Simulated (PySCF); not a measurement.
SMILES c1cc(cc(c1)B)C=C (C8H9B) at its GFN2-xTB optimised geometry (Å):

```
18

B      2.8975    -0.7756     0.0047
C      1.3529    -0.7839     0.0017
C      0.6247    -1.9826     0.0000
C     -0.7576    -1.9826     0.0000
C     -1.4572    -0.7898     0.0000
C     -0.7778     0.4304    -0.0002
C     -1.4609     1.7197    -0.0018
C     -2.7714     1.9261    -0.0473
C      0.6152     0.4055     0.0022
H      3.4893    -1.7844     0.0042
H      3.4797     0.2388     0.0088
H      1.1587    -2.9218    -0.0003
H     -1.2984    -2.9186     0.0005
H     -2.5363    -0.8082     0.0025
H     -0.7979     2.5761     0.0352
H     -3.1809     2.9218    -0.0454
H     -3.4893     1.1249    -0.0896
H      1.1507     1.3452     0.0035
```

Calculation: PySCF with CAM-B3LYP/def2-SVP. Cells within 0.4 Å of a nucleus heavier than hydrogen are left out (blank, or x).

Map of the electrostatic potential (hartree/e), clipped to [-0.08, 0.12] on the plane z = 0.0 Å:

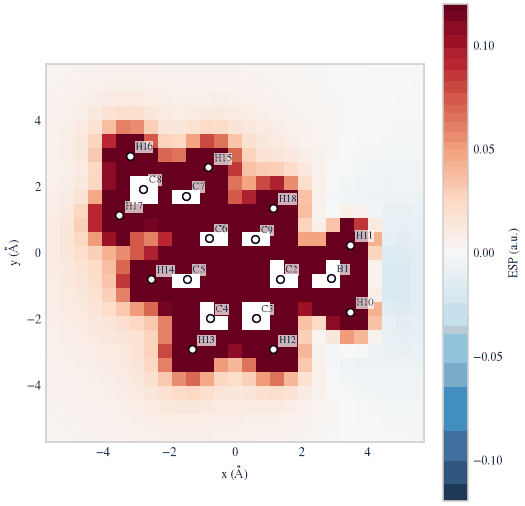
Figure. Electrostatic potential (hartree/e), clipped to [-0.08, 0.12] on the plane z = 0.0 Å.
